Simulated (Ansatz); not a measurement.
# BH₃OF₂: geometry relaxation

System: BH₃OF₂.
Method: RHF/def2-SVP (Ansatz 0.2.0).

The input holds or restrains some coordinates. Forces given for the steps count only the free coordinates. It belongs to a series of runs on one base structure; here: pulled along the bonds that form and break, towards end B.

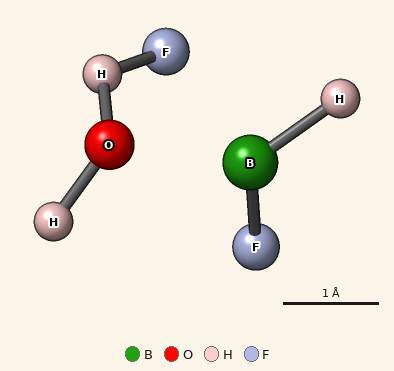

Fig. 1: The starting structure (ball-and-stick view, seen at a tilt).

Input file:
```yaml
crystal:
  periodic: [false, false, false]
  atoms:
    - { symbol: B, position_ang: [0.0, 0.0, 0.0] }
    - { symbol: O, position_ang: [0.0, 0.0, 1.76] }
    - { symbol: H, position_ang: [-0.9095, -0.2814, 2.0971] }
    - { symbol: H, position_ang: [1.0305, 0.0, -0.595] }
    - { symbol: F, position_ang: [-1.1431, 0.0, -0.66] }
    - { symbol: F, position_ang: [0.0726, 1.5356, 0.5108] }
    - { symbol: H, position_ang: [0.0505, 1.068, 1.4702] }
basis:
  gaussian: { orbitals: def2-SVP }
hamiltonian:
  xc: hf
relax:
  f_tol: 0.15
  max_steps: 25
  restrain:
    - { distance: [0, 5], at: 1.32, k: 30.0 }
    - { distance: [6, 1], at: 1.01, k: 30.0 }
    - { distance: [0, 1], at: 2.61, k: 30.0 }
    - { distance: [6, 5], at: 2.12, k: 30.0 }
output:
  orbitals: {}
```

Hardware: 1 thread of Arm Neoverse V2, 24 GiB of memory available, shared host.

Run as:
```bash
ansatz run input.yaml --threads 1 --pin off --max-ram 2048MiB --backend cpu --events-out ev --progress --plain --runs-dir out
```

The program's output:
```
The last accepted step is kept in [file] (removed where the run ends without a failure and the disk answers)
Engine: ansatz 0.2.0, aarch64-unknown-linux-gnu
Functional definition: HF
  exchange = exact_x
  correlation = 0
757 factors; integrals over basis functions are off by at most 4.4e-4 eV
mean field evaluation 1: about -8158.9937 eV, gradient 3.8e1 eV
mean field evaluation 2: about -8159.1120 eV, gradient 3.8e1 eV
mean field evaluation 4: about -8161.9646 eV, gradient 2.5e0 eV
mean field evaluation 8: about -8162.0012 eV, gradient 5.9e-2 eV
mean field -8162.00123963 eV, -299.9480131533 hartree, gradient 2.5e-5 eV, S^2 0.000000; 0 other end points of the search recorded, 0 dependent functions left out
the calculation of the forces begins
reference -8162.00123963 eV, -299.9480131533 hartree; 17, 17 occupied and 54, 54 virtual orbitals, 757 factors
relax step   1: F+E_penalty+E_count = -8162.00123963 eV  Δ(F+E_penalty+E_count) = +0.000e0 eV  max|allowed force component| = 4.661e0 eV/Å  E_restraint = 28.94638230 eV  max|allowed force component, restraints' pulls added| = 3.447e1 eV/Å  Δτ_max = 0.0000 Å  (35 SCF iters, accepted)
  distance B 0 - F 5 = 1.6200 Å
  distance H 6 - O 1 = 1.1078 Å
  distance B 0 - O 1 = 1.7600 Å
  distance H 6 - F 5 = 1.0675 Å
these checks for a lower state are left out or cut short: starts, cluster_reference, orbital_swaps, neighbouring_geometries, increment
757 factors; integrals over basis functions are off by at most 4.1e-4 eV
mean field evaluation 16: about -8163.1529 eV, gradient 1.1e0 eV
mean field -8163.15507247 eV, -299.9904157281 hartree, gradient 4.6e-6 eV, S^2 0.000000; 0 other end points of the search recorded, 0 dependent functions left out
the calculation of the forces begins
reference -8163.15507247 eV, -299.9904157281 hartree; 17, 17 occupied and 54, 54 virtual orbitals, 757 factors
relax step   2: F+E_penalty+E_count = -8163.15507247 eV  Δ(F+E_penalty+E_count) = -1.154e0 eV  max|allowed force component| = 4.919e0 eV/Å  E_restraint = 12.27658028 eV  max|allowed force component, restraints' pulls added| = 2.222e1 eV/Å  Δτ_max = 0.1947 Å  (40 SCF iters, accepted)
  distance B 0 - F 5 = 1.5093 Å
  distance H 6 - O 1 = 1.0744 Å
  distance B 0 - O 1 = 2.0824 Å
  distance H 6 - F 5 = 1.4128 Å
these checks for a lower state are left out or cut short: starts, cluster_reference, orbital_swaps, neighbouring_geometries, increment
757 factors; integrals over basis functions are off by at most 3.6e-4 eV
mean field -8164.34621157 eV, -300.0341892828 hartree, gradient 8.3e-5 eV, S^2 0.000000; 0 other end points of the search recorded, 0 dependent functions left out
the calculation of the forces begins
reference -8164.34621157 eV, -300.0341892828 hartree; 17, 17 occupied and 54, 54 virtual orbitals, 757 factors
relax step   3: F+E_penalty+E_count = -8164.34621157 eV  Δ(F+E_penalty+E_count) = -1.191e0 eV  max|allowed force component| = 3.547e0 eV/Å  E_restraint = 3.13687122 eV  max|allowed force component, restraints' pulls added| = 1.093e1 eV/Å  Δτ_max = 0.1948 Å  (31 SCF iters, accepted)
  distance B 0 - F 5 = 1.3771 Å
  distance H 6 - O 1 = 0.9737 Å
  distance B 0 - O 1 = 2.3412 Å
  distance H 6 - F 5 = 1.7563 Å
these checks for a lower state are left out or cut short: starts, cluster_reference, orbital_swaps, neighbouring_geometries, increment
757 factors; integrals over basis functions are off by at most 5.2e-4 eV
mean field evaluation 32: about -8164.7843 eV, gradient 1.0e0 eV
mean field -8164.78707968 eV, -300.0503908867 hartree, gradient 8.7e-5 eV, S^2 0.000000; 0 other end points of the search recorded, 0 dependent functions left out
the calculation of the forces begins
reference -8164.78707968 eV, -300.0503908867 hartree; 17, 17 occupied and 54, 54 virtual orbitals, 757 factors
relax step   4: F+E_penalty+E_count = -8164.78707968 eV  Δ(F+E_penalty+E_count) = -4.409e-1 eV  max|allowed force component| = 1.199e0 eV/Å  E_restraint = 0.15870888 eV  max|allowed force component, restraints' pulls added| = 2.640e0 eV/Å  Δτ_max = 0.1946 Å  (31 SCF iters, accepted)
  distance B 0 - F 5 = 1.2976 Å
  distance H 6 - O 1 = 0.9509 Å
  distance B 0 - O 1 = 2.5807 Å
  distance H 6 - F 5 = 2.0444 Å
these checks for a lower state are left out or cut short: starts, cluster_reference, orbital_swaps, neighbouring_geometries, increment
757 factors; integrals over basis functions are off by at most 5.2e-4 eV
mean field -8164.81625574 eV, -300.0514630871 hartree, gradient 2.7e-5 eV, S^2 0.000000; 0 other end points of the search recorded, 0 dependent functions left out
the calculation of the forces begins
reference -8164.81625574 eV, -300.0514630871 hartree; 17, 17 occupied and 54, 54 virtual orbitals, 757 factors
relax step   5: F+E_penalty+E_count = -8164.81625574 eV  Δ(F+E_penalty+E_count) = -2.918e-2 eV  max|allowed force component| = 1.636e0 eV/Å  E_restraint = 0.02874490 eV  max|allowed force component, restraints' pulls added| = 1.108e0 eV/Å  Δτ_max = 0.2000 Å  (34 SCF iters, accepted)
  distance B 0 - F 5 = 1.3160 Å
  distance H 6 - O 1 = 0.9749 Å
  distance B 0 - O 1 = 2.5954 Å
  distance H 6 - F 5 = 2.0987 Å
these checks for a lower state are left out or cut short: starts, cluster_reference, orbital_swaps, neighbouring_geometries, increment
757 factors; integrals over basis functions are off by at most 5.1e-4 eV
mean field -8164.45006126 eV, -300.0380056884 hartree, gradient 2.6e-5 eV, S^2 0.000000; 0 other end points of the search recorded, 0 dependent functions left out
the calculation of the forces begins
reference -8164.45006126 eV, -300.0380056884 hartree; 17, 17 occupied and 54, 54 virtual orbitals, 757 factors
relax step   6: F+E_penalty+E_count = -8164.45006126 eV  Δ(F+E_penalty+E_count) = +3.662e-1 eV  max|allowed force component| = 3.147e0 eV/Å  E_restraint = 0.04072795 eV  max|allowed force component, restraints' pulls added| = 2.921e0 eV/Å  Δτ_max = 0.1959 Å  (33 SCF iters, rejected (line search))
  distance B 0 - F 5 = 1.3232 Å
  distance H 6 - O 1 = 0.9815 Å
  distance B 0 - O 1 = 2.6168 Å
  distance H 6 - F 5 = 2.1630 Å
these checks for a lower state are left out or cut short: starts, cluster_reference, orbital_swaps, neighbouring_geometries, increment
757 factors; integrals over basis functions are off by at most 5.6e-4 eV
mean field -8164.86806032 eV, -300.0533668705 hartree, gradient 3.9e-6 eV, S^2 0.000000; 0 other end points of the search recorded, 0 dependent functions left out
the calculation of the forces begins
reference -8164.86806032 eV, -300.0533668705 hartree; 17, 17 occupied and 54, 54 virtual orbitals, 757 factors
relax step   7: F+E_penalty+E_count = -8164.86806032 eV  Δ(F+E_penalty+E_count) = -5.180e-2 eV  max|allowed force component| = 1.437e0 eV/Å  E_restraint = 0.02343283 eV  max|allowed force component, restraints' pulls added| = 3.082e-1 eV/Å  Δτ_max = 0.0979 Å  (35 SCF iters, accepted)
  distance B 0 - F 5 = 1.3167 Å
  distance H 6 - O 1 = 0.9717 Å
  distance B 0 - O 1 = 2.6007 Å
  distance H 6 - F 5 = 2.1189 Å
these checks for a lower state are left out or cut short: starts, cluster_reference, orbital_swaps, neighbouring_geometries, increment
757 factors; integrals over basis functions are off by at most 5.6e-4 eV
mean field evaluation 64: about -8164.6245 eV, gradient 5.1e0 eV
mean field -8164.88142684 eV, -300.0538580811 hartree, gradient 3.9e-6 eV, S^2 0.000000; 0 other end points of the search recorded, 0 dependent functions left out
the calculation of the forces begins
reference -8164.88142684 eV, -300.0538580811 hartree; 17, 17 occupied and 54, 54 virtual orbitals, 757 factors
relax step   8: F+E_penalty+E_count = -8164.88142684 eV  Δ(F+E_penalty+E_count) = -1.337e-2 eV  max|allowed force component| = 1.303e0 eV/Å  E_restraint = 0.02608810 eV  max|allowed force component, restraints' pulls added| = 8.560e-2 eV/Å  Δτ_max = 0.1000 Å  (35 SCF iters, accepted)
```

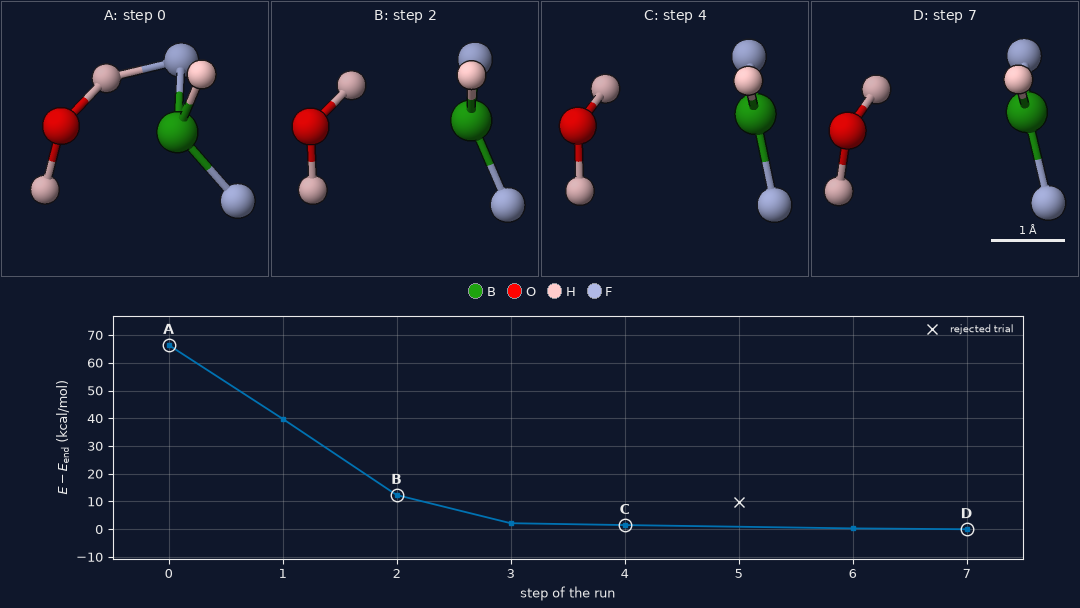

Fig. 2: Frames of the restrained relaxation (ball-and-stick view, seen at a tilt) above the curves, on which the letters mark them (the first geometry is step 0 here and step 1 in the log).

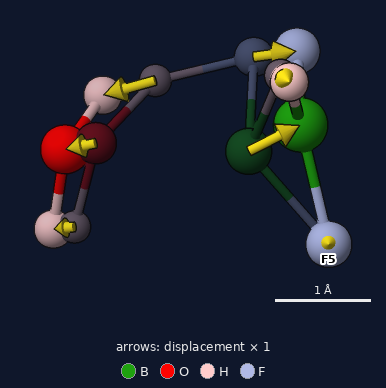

Fig. 3: Start (faint) and end (solid) with the displacements as yellow arrows, at true length (ball-and-stick view, seen at a tilt). The two geometries are laid on each other by the best rigid fit. B1 moves most after the best rigid fit: 0.62 Å. By element the largest moves are B 0.62 Å, H 0.60 Å, F 0.48 Å, O 0.35 Å. Distances before and after: F6–H7 1.068 → 2.129 Å, B1–F6 1.620 → 1.318 Å, O2–H7 1.108 → 0.969 Å, O2–H3 1.010 → 0.948 Å. Bonds break: F6–H7 (1.07 → 2.13 Å). Among the angles that change: H4–B1–F6 96.8° → 121.1°, F5–B1–F6 101.3° → 116.9°, H3–O2–H7 113.4° → 105.3°. After 7 geometry steps the energy has fallen by 66.4 kcal/mol. Largest force component: 4.7 eV/Å at the start, 1.3 eV/Å at the end. The line search rejected the trial step at point 5 (counted from 0) and went back. (Atoms are counted from 1 in the order of the input.)

```
  distance B 0 - F 5 = 1.3182 Å
  distance H 6 - O 1 = 0.9694 Å
  distance B 0 - O 1 = 2.6062 Å
  distance H 6 - F 5 = 2.1286 Å
757 factors; integrals over basis functions are off by at most 5.6e-4 eV
mean field -8164.88142684 eV, -300.0538580811 hartree, gradient 4.1e-6 eV, S^2 0.000000; 1 other end points of the search recorded, 0 dependent functions left out
the calculation of the forces begins
reference -8164.88142684 eV, -300.0538580811 hartree; 17, 17 occupied and 54, 54 virtual orbitals, 757 factors
Total energy: -8164.88142684 eV, -300.0538580811 hartree
Atom 0 at     0.068880     0.412596    -0.459463 Å, force    -0.061181     0.028534     0.141339 eV/Å
Atom 1 at    -0.046378    -0.070670     2.098949 Å, force    -0.084159     1.229643    -0.175177 eV/Å
Atom 2 at    -0.930427    -0.307638     2.344537 Å, force     0.078570    -0.002464    -0.009043 eV/Å
Atom 3 at     1.065534    -0.148570    -0.773648 Å, force    -0.001256    -0.003226     0.016724 eV/Å
Atom 4 at    -1.111266    -0.090153    -0.710330 Å, force     0.036872     0.006738    -0.007053 eV/Å
Atom 5 at     0.103897     1.629834     0.045273 Å, force     0.032319     0.043874    -0.266126 eV/Å
Atom 6 at    -0.049239     0.896801     2.037782 Å, force    -0.001165    -1.303099     0.299337 eV/Å
Dipole moment:    -0.142108     0.106240     0.119668 e Å
```

Trajectory as extended XYZ (Å, eV, eV/Å), 8 frames, from step=1 to step=8:
```
7
Properties=species:S:1:pos:R:3:forces:R:3 step=1 energy=-8162.00124
B     0.0000    0.0000    0.0000    0.2253   4.1436   1.4561
O     0.0000    0.0000    1.7600   -3.2562  -4.6610   0.0609
H    -0.9095   -0.2814    2.0971    2.7860   0.7932  -0.7447
H     1.0305    0.0000   -0.5950    0.1824  -1.6728   0.4273
F    -1.1431    0.0000   -0.6600   -0.0769  -1.5205   0.8674
F     0.0726    1.5356    0.5108    0.3219   3.4052  -3.2521
H     0.0505    1.0680    1.4702   -0.1825  -0.4877   1.1851
7
Properties=species:S:1:pos:R:3:forces:R:3 step=2 energy=-8163.15507
B     0.0156    0.1442   -0.1299   -0.4880   4.9195  -0.0093
O    -0.0083   -0.0303    1.9451   -0.4969   2.0003  -2.2033
H    -0.9167   -0.2924    2.1211    0.6948   0.5530   0.1464
H     1.0579   -0.0389   -0.6249    0.3787  -1.5771   0.2207
F    -1.1696   -0.0312   -0.6789    0.5924  -1.1337   0.9560
F     0.0784    1.5793    0.3331   -0.1294  -1.3132  -1.1945
H     0.0436    0.9916    1.6175   -0.5516  -3.4488   2.0839
7
Properties=species:S:1:pos:R:3:forces:R:3 step=3 energy=-8164.34621
B     0.0199    0.2722   -0.2626    0.0080   3.5473  -0.4802
O    -0.0069   -0.0330    2.0585    0.1204   0.7815  -0.9030
H    -0.9174   -0.2845    2.1281   -0.0322   0.2434   0.2234
H     1.0693   -0.0637   -0.6275    0.3512  -1.4606  -0.0254
F    -1.1723   -0.0494   -0.6734    0.0747  -1.0095   0.3798
F     0.0772    1.5784    0.1699   -0.2208  -0.8016  -0.3216
H     0.0312    0.9022    1.7901   -0.3013  -1.3005   1.1269
7
Properties=species:S:1:pos:R:3:forces:R:3 step=4 energy=-8164.78708
B     0.0316    0.3950   -0.4132   -0.2675  -0.5900  -0.0552
O    -0.0059   -0.0630    2.1263    0.0073   0.1956  -0.2539
H    -0.9249   -0.2857    2.1389   -0.0630   0.0021   0.1317
H     1.0833   -0.1199   -0.6225   -0.4194  -0.4312  -0.3123
F    -1.1774   -0.0827   -0.6581    0.8830  -0.0960  -0.0171
F     0.0671    1.6058    0.0519   -0.0949   1.1985   0.0999
H     0.0271    0.8726    1.9598   -0.0454  -0.2790   0.4070
7
Properties=species:S:1:pos:R:3:forces:R:3 step=5 energy=-8164.81626
B     0.0616    0.3826   -0.4522   -0.1543   0.2420   0.5884
O    -0.0100   -0.0135    2.1118   -0.3068   1.2964   0.0051
H    -0.9011   -0.3338    2.1586    0.0793   0.0233   0.1093
H     1.0601   -0.1597   -0.7867   -0.1428  -0.1958  -0.1845
F    -1.1488   -0.0851   -0.6465    0.3375  -0.1208  -0.1333
F     0.1313    1.5739    0.1023    0.0358   0.3910  -0.5506
H    -0.0920    0.9579    2.0960    0.1513  -1.6362   0.1656
7
Properties=species:S:1:pos:R:3:forces:R:3 step=6 energy=-8164.45006 accepted=F
B     0.0956    0.3422   -0.3494    0.0063   1.2716  -3.1466
O    -0.0444   -0.0433    2.2350   -0.2421   1.7671  -1.0146
H    -0.9343   -0.3493    2.3510    0.0563   0.0280   0.0783
H     1.0565   -0.1063   -0.9467   -0.2558  -0.4863   1.3124
F    -1.1077   -0.0496   -0.7224    0.2267  -0.5301   1.0593
F     0.1624    1.6179   -0.0040    0.0737  -0.3450   0.9421
H    -0.1271    0.9106    2.0195    0.1349  -1.7052   0.7691
7
Properties=species:S:1:pos:R:3:forces:R:3 step=7 energy=-8164.86806
B     0.0646    0.4020   -0.4493   -0.1709   0.0469   0.2779
O    -0.0315   -0.0583    2.1086   -0.1835   1.2816  -0.1614
H    -0.9376   -0.3055    2.2448    0.1506   0.0257   0.0309
H     1.0676   -0.1439   -0.7695   -0.0874  -0.0892  -0.0672
F    -1.1274   -0.0997   -0.6652    0.2586  -0.0117  -0.0501
F     0.1046    1.6156    0.0601    0.0279   0.1835  -0.3168
H    -0.0393    0.9119    2.0536    0.0047  -1.4367   0.2868
7
Properties=species:S:1:pos:R:3:forces:R:3 step=8 energy=-8164.88143
B     0.0689    0.4126   -0.4595   -0.0612   0.0285   0.1413
O    -0.0464   -0.0707    2.0989   -0.0842   1.2296  -0.1752
H    -0.9304   -0.3076    2.3445    0.0786  -0.0025  -0.0090
H     1.0655   -0.1486   -0.7736   -0.0013  -0.0032   0.0167
F    -1.1113   -0.0902   -0.7103    0.0369   0.0067  -0.0071
F     0.1039    1.6298    0.0453    0.0323   0.0439  -0.2661
H    -0.0492    0.8968    2.0378   -0.0012  -1.3031   0.2993
```

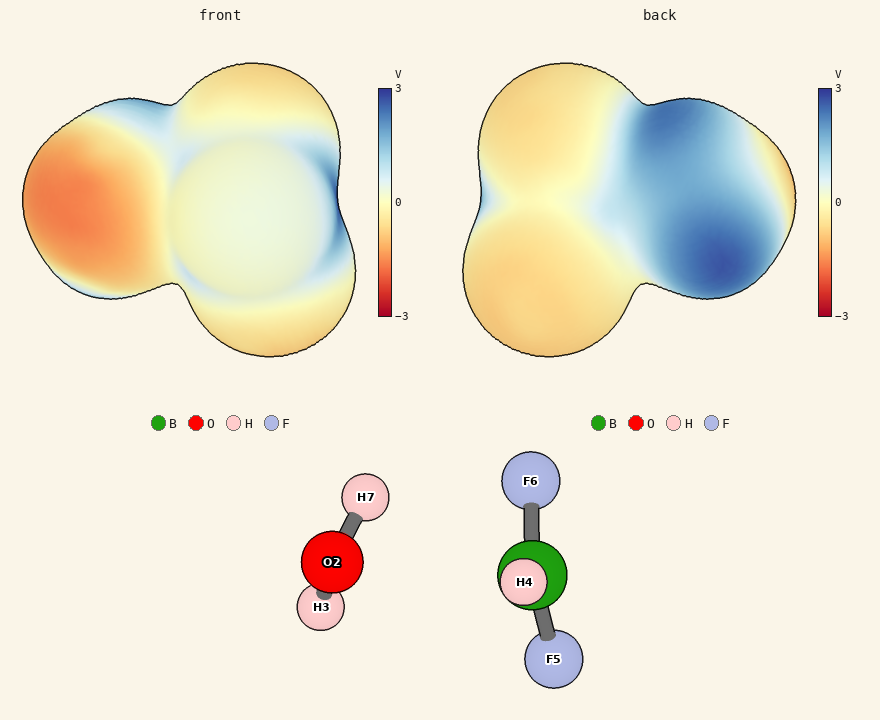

Fig. 4: The electrostatic potential painted on the density surface at 0.002 e/bohr³, seen at a tilt and from behind; the colour scale runs from red (negative) to blue (positive). The bare structure is drawn below in the same view.

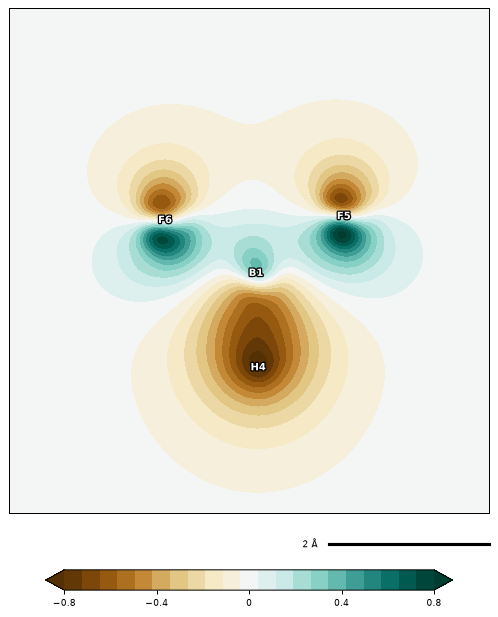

Fig. 5: The HOMO−1 on the plane of atoms F5, B1 and F6 (values in Å⁻³ᐟ²; the overall sign is arbitrary). Its weight (Hirshfeld) is mainly on H4 (35 %), B1 (30 %), F5 (10 %), F6 (10 %) and O2 (10 %). Its energy is −15.00 eV.

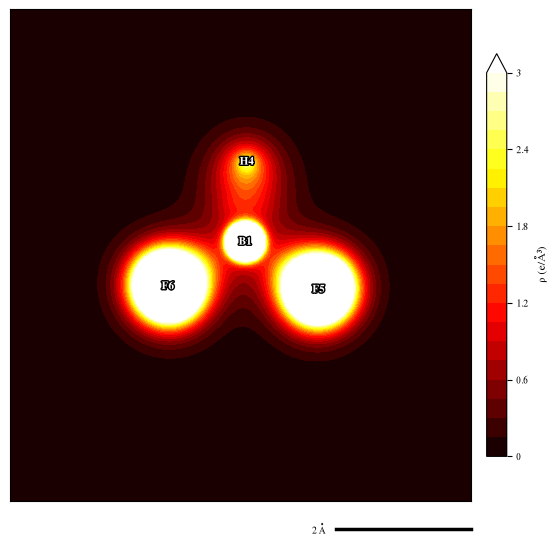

Fig. 6: Total electron density on the plane of atoms H4, B1 and F6. Atoms in the plane: B, H and F. B–F (1.31 Å): ρ at the midpoint is about 2.3 e/Å³. B–H (1.19 Å): ρ at the midpoint is about 1.3 e/Å³.

Key numbers:

- outcome: converged under the restraints of the input
- total energy: −8164.8814 eV
- mean-field energy: −8164.8814 eV
- largest force (length of the vector) at the end, held atoms and coordinates included: 1.337 eV/Å
- wall time: 7.8 s
- peak memory: 0.12 GiB
